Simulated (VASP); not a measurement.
Band structure of LiCl (rock salt). All values below come from revTPSS meta-GGA, VASP's PBE PAW potentials (set 64) (plane waves; VASP).

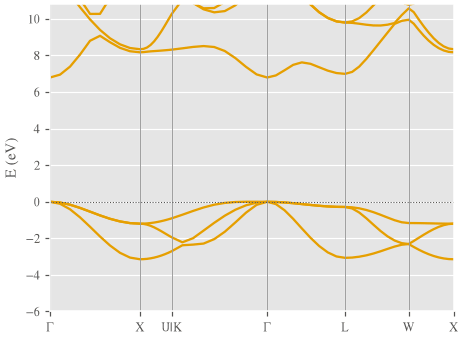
Bands along high-symmetry lines, zero at the valence-band maximum or, without a gap, the Fermi level

Task: Read the plot: is there a gap, and where are the band edges?

Result: The gap is indirect, 6.79 eV, from the valence maximum at K-Γ at 0.78 to the conduction minimum at Γ.

Measured: gap 9.40 eV (computed value off by -2.61 eV), as given by Wei Chen et al., Physical Review Materials (2018), doi:10.1103/physrevmaterials.2.073803.

The compound is LiCl in the rock salt structure. It was relaxed first.
